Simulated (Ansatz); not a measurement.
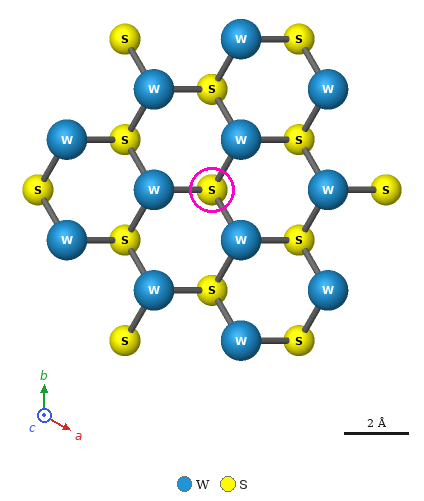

Perfect WS2. Style: ball-and-stick. Shown: the atoms within 6.0 Å of one point, in a slice 3.4 Å thick across the line of sight, along the c axis.

Method: DFT, PBE, plane-wave PAW, default files, scalar-relativistic (Ansatz). (plane-wave cutoff 420 eV; k-point mesh 3 × 3 × 2; occupations fermi dirac; smearing width 0.01 eV; no spin polarisation) The axes drawn are those of the host's conventional cell.

A sulfur atom is replaced by oxygen at the ringed place, in charge state 0. The supercell has 54 sites, and the atoms are relaxed at the host's cell.

How do the neighbours respond?

In the host the S atom has 3 W at 2.41 Å; the O atom ends with 3 W at 2.09 Å. Of the host's atoms, a sulfur atom moves furthest from its site, by 0.11 Å. The O atom itself moves 0.48 Å from where it was put. Relaxing the atoms from the host's sites lowers the energy by 1.47 eV.

The relaxed defect, seen from the same direction:

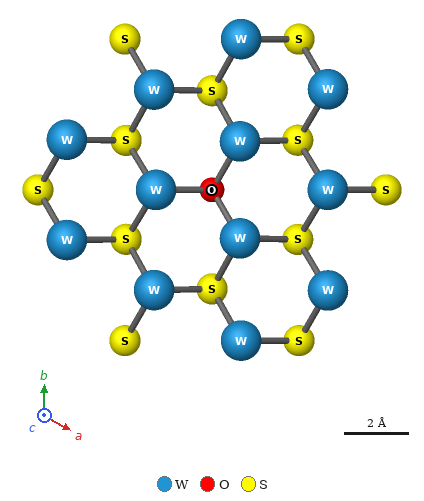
